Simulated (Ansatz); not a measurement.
**Molecular dynamics, with input and output: CH$_{5}$NOSi (part 2 of 2)**

The same run, continued: CH$_{5}$NOSi, SMILES OC1N[SiH2]1; RKS r2SCAN-d4/6-31G* (Ansatz 0.2.0). The geometry comes from this level: PBE0-D4/def2-TZVP.

Geometry of the input (Å):
```
O  -1.0371  0.5131  -1.1933
C  -0.3777  0.5844  0.0367
N  1.0585  0.2712  0.0596
Si 0.1713  -1.0252  0.7555
H  -0.9418  1.3603  -1.6394
H  -0.6383  1.4748  0.6101
H  1.5785  0.3250  -0.8036
H  -0.1506  -2.2386  -0.0280
H  0.4258  -1.3114  2.1852
```

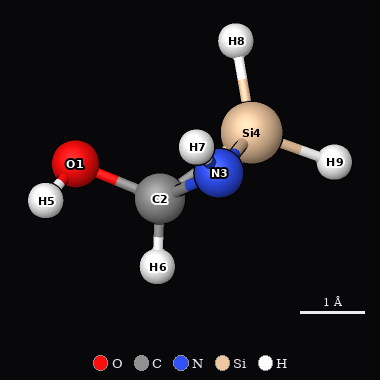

The geometry at step 13 of the log (ball-and-stick view, seen at a tilt; atoms are numbered from 1 in the order of the input).

**Trajectory as extended XYZ, continued**
```
9
Properties=species:S:1:pos:R:3:forces:R:3 step=6 time_fs=3.0 energy=-12527.54510 temperature=225.6
O    -1.0528    0.5309   -1.2112    0.3023   0.8223  -0.2228
C    -0.3794    0.5600    0.0352   -0.4971   1.3616  -0.0424
N     1.0672    0.2656    0.0549   -0.0233   0.3242   0.2614
Si    0.1748   -1.0242    0.7674   -0.0763  -0.8781  -1.0070
H    -0.9142    1.4321   -1.6130   -0.1768  -1.0216   0.3960
H    -0.6762    1.4701    0.6292    0.3769  -0.6894  -0.3990
H     1.6116    0.3384   -0.7959   -0.0423  -0.0197  -0.1157
H    -0.1066   -2.2741   -0.0193   -0.0188   0.2666   0.1774
H     0.4122   -1.2965    2.1587    0.1554  -0.1658   0.9520
9
Properties=species:S:1:pos:R:3:forces:R:3 step=7 time_fs=3.5 energy=-12527.53993 temperature=219.9
O    -1.0554    0.5342   -1.2143    0.3700   0.7774  -0.1023
C    -0.3799    0.5567    0.0350   -0.5167   1.3775  -0.1273
N     1.0687    0.2649    0.0543   -0.0264   0.3254   0.1973
Si    0.1753   -1.0243    0.7692   -0.0409  -0.9228  -1.0558
H    -0.9106    1.4375   -1.6057   -0.1921  -0.9838   0.3427
H    -0.6801    1.4647    0.6298    0.3906  -0.6735  -0.3889
H     1.6175    0.3406   -0.7966   -0.1179  -0.0331  -0.0177
H    -0.0995   -2.2785   -0.0168   -0.0199   0.2937   0.1945
H     0.4110   -1.2953    2.1609    0.1535  -0.1607   0.9575
9
Properties=species:S:1:pos:R:3:forces:R:3 step=8 time_fs=4.0 energy=-12527.54058 temperature=220.4
O    -1.0579    0.5376   -1.2175    0.4201   0.6394   0.0537
C    -0.3806    0.5537    0.0348   -0.5156   1.3372  -0.2346
N     1.0702    0.2642    0.0538   -0.0314   0.3252   0.1369
Si    0.1758   -1.0245    0.7709    0.0043  -0.9582  -1.0456
H    -0.9074    1.4406   -1.5977   -0.1924  -0.8503   0.2494
H    -0.6830    1.4576    0.6293    0.3857  -0.6083  -0.3489
H     1.6232    0.3427   -0.7973   -0.1902  -0.0473   0.0754
H    -0.0924   -2.2821   -0.0138   -0.0235   0.3084   0.2038
H     0.4102   -1.2944    2.1653    0.1430  -0.1460   0.9099
9
Properties=species:S:1:pos:R:3:forces:R:3 step=9 time_fs=4.5 energy=-12527.54479 temperature=224.9
O    -1.0603    0.5411   -1.2206    0.4516   0.4146   0.2389
C    -0.3814    0.5510    0.0345   -0.4935   1.2428  -0.3626
N     1.0716    0.2636    0.0532   -0.0451   0.3222   0.0901
Si    0.1764   -1.0247    0.7725    0.0584  -0.9827  -0.9803
H    -0.9047    1.4416   -1.5891   -0.1769  -0.6278   0.1220
H    -0.6849    1.4491    0.6281    0.3625  -0.4960  -0.2800
H     1.6283    0.3447   -0.7978   -0.2523  -0.0611   0.1536
H    -0.0854   -2.2850   -0.0104   -0.0295   0.3105   0.2051
H     0.4098   -1.2938    2.1719    0.1247  -0.1225   0.8131
9
Properties=species:S:1:pos:R:3:forces:R:3 step=10 time_fs=5.0 energy=-12527.54918 temperature=229.5
O    -1.0627    0.5446   -1.2237    0.4652   0.1179   0.4445
C    -0.3822    0.5486    0.0341   -0.4512   1.0985  -0.5089
N     1.0731    0.2630    0.0527   -0.0731   0.3156   0.0647
Si    0.1769   -1.0251    0.7739    0.1195  -0.9943  -0.8680
H    -0.9024    1.4412   -1.5801   -0.1464  -0.3310  -0.0304
H    -0.6860    1.4394    0.6262    0.3219  -0.3407  -0.1843
H     1.6329    0.3466   -0.7979   -0.2985  -0.0734   0.2088
H    -0.0784   -2.2872   -0.0064   -0.0375   0.2995   0.1984
H     0.4096   -1.2936    2.1805    0.1002  -0.0921   0.6752
9
Properties=species:S:1:pos:R:3:forces:R:3 step=11 time_fs=5.5 energy=-12527.55036 temperature=230.6
O    -1.0650    0.5482   -1.2268    0.4638  -0.2250   0.6575
C    -0.3832    0.5464    0.0336   -0.3906   0.9121  -0.6693
N     1.0745    0.2625    0.0522   -0.1193   0.3045   0.0655
Si    0.1774   -1.0255    0.7754    0.1852  -0.9915  -0.7194
H    -0.9005    1.4399   -1.5712   -0.1041   0.0138  -0.1949
H    -0.6864    1.4289    0.6238    0.2659  -0.1498  -0.0659
H     1.6368    0.3483   -0.7976   -0.3250  -0.0833   0.2358
H    -0.0716   -2.2886   -0.0020   -0.0473   0.2759   0.1839
H     0.4097   -1.2936    2.1907    0.0714  -0.0567   0.5069
9
Properties=species:S:1:pos:R:3:forces:R:3 step=12 time_fs=6.0 energy=-12527.54616 temperature=226.0
O    -1.0672    0.5518   -1.2297    0.4536  -0.5752   0.8615
C    -0.3842    0.5443    0.0330   -0.3151   0.6956  -0.8372
N     1.0759    0.2620    0.0517   -0.1856   0.2887   0.0949
Si    0.1780   -1.0260    0.7767    0.2530  -0.9729  -0.5465
H    -0.8988    1.4387   -1.5628   -0.0561   0.3670  -0.3550
H    -0.6861    1.4181    0.6213    0.1981   0.0657   0.0685
H     1.6399    0.3497   -0.7966   -0.3296  -0.0903   0.2318
H    -0.0648   -2.2894    0.0029   -0.0585   0.2402   0.1620
H     0.4100   -1.2937    2.2021    0.0401  -0.0188   0.3200
9
Properties=species:S:1:pos:R:3:forces:R:3 step=13 time_fs=6.5 energy=-12527.53649 temperature=215.4
O    -1.0694    0.5552   -1.2325    0.4436  -0.8830   1.0373
C    -0.3853    0.5424    0.0322   -0.2301   0.4662  -1.0026
N     1.0773    0.2616    0.0512   -0.2716   0.2683   0.1520
Si    0.1786   -1.0266    0.7780    0.3203  -0.9383  -0.3614
H    -0.8972    1.4383   -1.5553   -0.0116   0.6784  -0.4913
H    -0.6853    1.4074    0.6190    0.1240   0.2896   0.2089
H     1.6422    0.3510   -0.7952   -0.3122  -0.0941   0.1974
H    -0.0582   -2.2896    0.0082   -0.0707   0.1935   0.1335
H     0.4103   -1.2939    2.2143    0.0083   0.0193   0.1263
9
Properties=species:S:1:pos:R:3:forces:R:3 step=14 time_fs=7.0 energy=-12527.52336 temperature=201.1
O    -1.0715    0.5585   -1.2352    0.4443  -1.0968   1.1672
C    -0.3864    0.5406    0.0313   -0.1430   0.2453  -1.1527
N     1.0787    0.2613    0.0507   -0.3750   0.2438   0.2332
Si    0.1792   -1.0272    0.7793    0.3849  -0.8881  -0.1748
H    -0.8957    1.4396   -1.5489    0.0188   0.8956  -0.5859
H    -0.6842    1.3974    0.6171    0.0505   0.5020   0.3423
H     1.6438    0.3520   -0.7932   -0.2747  -0.0949   0.1355
H    -0.0518   -2.2894    0.0137   -0.0836   0.1372   0.0994
H     0.4107   -1.2940    2.2267   -0.0222   0.0559  -0.0641
9
Properties=species:S:1:pos:R:3:forces:R:3 step=15 time_fs=7.5 energy=-12527.50983 temperature=186.4
O    -1.0735    0.5617   -1.2377    0.4649  -1.1767   1.2391
C    -0.3876    0.5388    0.0300   -0.0621   0.0571  -1.2726
N     1.0800    0.2609    0.0503   -0.4911   0.2164   0.3320
Si    0.1799   -1.0280    0.7806    0.4445  -0.8239   0.0042
H    -0.8941    1.4430   -1.5440    0.0261   0.9774  -0.6265
H    -0.6830    1.3886    0.6161   -0.0144   0.6802   0.4535
H     1.6447    0.3528   -0.7909   -0.2210  -0.0932   0.0522
H    -0.0455   -2.2888    0.0196   -0.0965   0.0734   0.0610
H     0.4110   -1.2940    2.2390   -0.0503   0.0894  -0.2428
9
Properties=species:S:1:pos:R:3:forces:R:3 step=16 time_fs=8.0 energy=-12527.49851 temperature=173.9
O    -1.0754    0.5647   -1.2400    0.5101  -1.1070   1.2504
C    -0.3888    0.5370    0.0286    0.0042  -0.0757  -1.3476
N     1.0812    0.2607    0.0500   -0.6133   0.1875   0.4396
Si    0.1806   -1.0288    0.7818    0.4973  -0.7484   0.1680
H    -0.8925    1.4488   -1.5405    0.0056   0.9075  -0.6103
H    -0.6819    1.3814    0.6161   -0.0630   0.8028   0.5275
H     1.6451    0.3534   -0.7885   -0.1568  -0.0899  -0.0441
H    -0.0395   -2.2880    0.0255   -0.1091   0.0045   0.0198
H     0.4112   -1.2937    2.2508   -0.0749   0.1187  -0.4033
9
Properties=species:S:1:pos:R:3:forces:R:3 step=17 time_fs=8.5 energy=-12527.49047 temperature=165.0
O    -1.0773    0.5675   -1.2421    0.5784  -0.9024   1.2090
C    -0.3900    0.5353    0.0269    0.0496  -0.1362  -1.3663
N     1.0822    0.2604    0.0497   -0.7335   0.1589   0.5450
Si    0.1813   -1.0297    0.7831    0.5418  -0.6648   0.3108
H    -0.8908    1.4567   -1.5385   -0.0409   0.7001  -0.5448
H    -0.6809    1.3761    0.6175   -0.0898   0.8538   0.5527
H     1.6451    0.3538   -0.7862   -0.0893  -0.0862  -0.1429
H    -0.0338   -2.2872    0.0315   -0.1208  -0.0665  -0.0225
H     0.4113   -1.2932    2.2615   -0.0955   0.1432  -0.5411
9
Properties=species:S:1:pos:R:3:forces:R:3 step=18 time_fs=9.0 energy=-12527.48509 temperature=158.9
O    -1.0791    0.5702   -1.2440    0.6626  -0.6025   1.1303
C    -0.3911    0.5335    0.0248    0.0714  -0.1174  -1.3235
N     1.0832    0.2602    0.0495   -0.8430   0.1328   0.6361
Si    0.1821   -1.0306    0.7844    0.5768  -0.5769   0.4280
H    -0.8893    1.4663   -1.5378   -0.1059   0.3943  -0.4448
H    -0.6801    1.3729    0.6201   -0.0924   0.8268   0.5232
H     1.6449    0.3540   -0.7843   -0.0265  -0.0835  -0.2323
H    -0.0283   -2.2866    0.0375   -0.1313  -0.1363  -0.0637
H     0.4111   -1.2924    2.2710   -0.1117   0.1626  -0.6533
9
Properties=species:S:1:pos:R:3:forces:R:3 step=19 time_fs=9.5 energy=-12527.48094 temperature=154.3
O    -1.0808    0.5728   -1.2458    0.7525  -0.2592   1.0321
C    -0.3923    0.5316    0.0226    0.0705  -0.0241  -1.2215
N     1.0840    0.2600    0.0494   -0.9331   0.1110   0.7017
Si    0.1829   -1.0316    0.7858    0.6012  -0.4886   0.5159
H    -0.8880    1.4769   -1.5381   -0.1788   0.0421  -0.3282
H    -0.6795    1.3717    0.6240   -0.0726   0.7264   0.4411
H     1.6446    0.3539   -0.7829    0.0237  -0.0832  -0.3011
H    -0.0232   -2.2864    0.0433   -0.1400  -0.2011  -0.1019
H     0.4106   -1.2911    2.2789   -0.1233   0.1768  -0.7382
9
Properties=species:S:1:pos:R:3:forces:R:3 step=20 time_fs=10.0 energy=-12527.47679 temperature=149.7
O    -1.0824    0.5753   -1.2474    0.8374   0.0772   0.9309
C    -0.3934    0.5298    0.0200    0.0519   0.1286  -1.0694
N     1.0847    0.2598    0.0495   -0.9971   0.0952   0.7325
Si    0.1838   -1.0326    0.7872    0.6143  -0.4038   0.5715
H    -0.8871    1.4875   -1.5393   -0.2489  -0.3061  -0.2113
H    -0.6791    1.3722    0.6289   -0.0355   0.5672   0.3154
H     1.6444    0.3537   -0.7822    0.0550  -0.0865  -0.3401
H    -0.0184   -2.2866    0.0489   -0.1467  -0.2575  -0.1349
H     0.4098   -1.2894    2.2851   -0.1303   0.1857  -0.7946
```

**Results in brief**

```tsv
quantity	value
outcome	finished
mean temperature over the second half	190 K
trajectory	20 steps, 10 fs
ensemble	nve
temperature in the input	300 K
time step	0.5 fs
potential energy (last step)	−12527.4768 eV
mean-field energy (last step)	−12527.4394 eV
dispersion energy (last step)	−0.0374 eV
SCF solution under orbital rotations (last step)	stable
largest force (length of the vector) (last step)	1.255 eV/Å
dipole moment (last step)	1.07 D
hardware	2 threads of Arm Neoverse V1, 23 GiB of memory available, shared host
wall time	56 s (CPU time 1.8 min)
peak memory	0.4 GiB
```

**Remarks**

So short a trajectory is not equilibrated.
